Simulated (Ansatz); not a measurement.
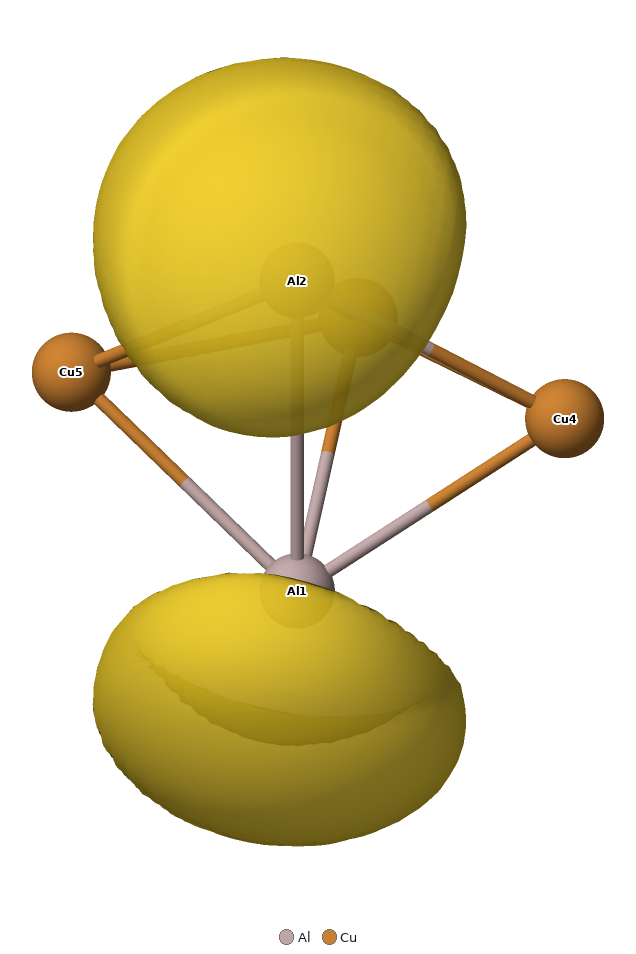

*Al2Cu3 (charge +1). Isosurface of the electron localisation function at 0.8 (yellow), seen at a tilt. Only the valence region is drawn (cores and ρ < 0.01 e/Å³ removed).*

Geometry: r2SCAN-D4/def2-SVP.

Level of theory: RKS PBE0-D4/def2-TZVP in Ansatz 0.2.0.

The calculation's input:

```
crystal:
  periodic: [false, false, false]
  atoms:
    - {symbol: Al, position_ang: [0.137341, -1.402245, -0.434514]}
    - {symbol: Al, position_ang: [-0.377712, 0.354794, 1.380368]}
    - {symbol: Cu, position_ang: [0.237085, 1.033111, -0.932895]}
    - {symbol: Cu, position_ang: [1.832295, 0.033328, 0.487725]}
    - {symbol: Cu, position_ang: [-1.828998, -0.018988, -0.500675]}
basis:
  gaussian: {orbitals: def2-TZVP, initial_orbitals: start.molden}
total_charge: 1
hamiltonian: {xc: pbe0, dispersion: d4}
scf: {omitted_lower_state_checks: [starts]}
output: {orbitals: {seedname: orbitals}}
```

Run with:

```sh
ansatz run in.yaml --threads 4 --pin off --events-out ev --progress --plain --max-ram 4787MiB
```

**Where are the electrons localised?**

At this value the surface marks out two lobes on Al, pointing away from the bonds (lone pairs).

Values along the shortest contacts:
Cu–Cu (2.36 Å): the ELF is about 0.20 at the midpoint. Al–Cu (2.41 Å): the ELF is about 0.45 at the midpoint.
